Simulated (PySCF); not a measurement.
Consider C5H9NOSi2.

The calculation's input:

```
{"job": {"kind": "nmr", "xc": "PBE0", "basis": "pcSseg-1"}, "charge": 0, "multiplicity": 1}
C      3.682120     0.204681    -0.723156
C      2.586483     0.283178    -0.237170
C      1.286936     0.428857     0.348759
O      1.088815     0.298336     1.557341
C      0.172500     0.613008    -0.565271
C     -0.934409     1.408624     0.132334
Si    -1.521616     0.083511     1.395826
Si    -0.545967    -1.220994    -0.290741
N     -1.325445    -1.618075    -1.785558
H      4.635309     0.125922    -1.157822
H      0.458204     0.934410    -1.562721
H     -1.718976     1.668143    -0.578727
H     -0.550703     2.341076     0.546778
H     -3.006714    -0.000658     1.360437
H     -1.160687     0.219321     2.796950
H      0.500544    -2.244709    -0.221440
H     -1.673282    -2.554803    -1.905543
H     -1.981869    -0.963510    -2.180974
```

Launched as:

```sh
OMP_NUM_THREADS=1 python probes_run.py task.json out
```

Geometry: GFN2-xTB.

All numbers below come from PBE0/pcSseg-1, SCF density, gas phase, non-relativistic in PySCF.

### What can the converged electron density and electron localisation function tell about the bonding?

C–C (1.20 Å): ρ is about 2.7 e/Å³ halfway; the ELF peaks at about 0.85 between the atoms; a multiple bond.
C–O (1.23 Å): ρ is about 3.1 e/Å³ halfway; the ELF peaks at about 0.85 between the atoms (a short, strongly polar bond).

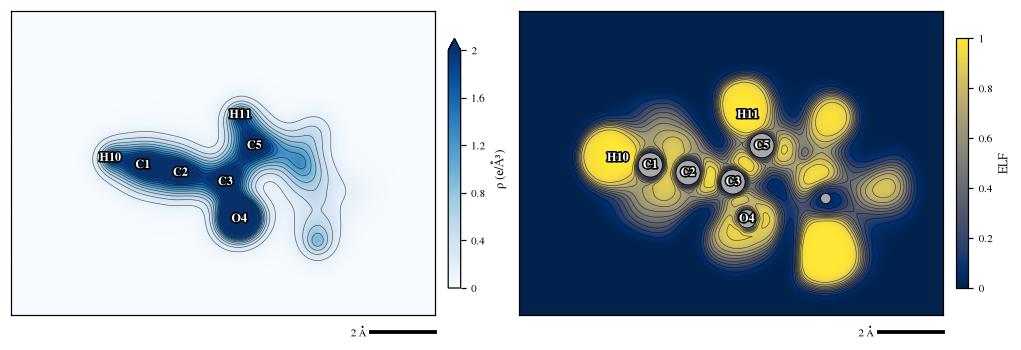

Computed electron density and electron localisation function on the plane of atoms C2, C3 and O4, in this order. Grey discs cover the atomic cores in the ELF map. 
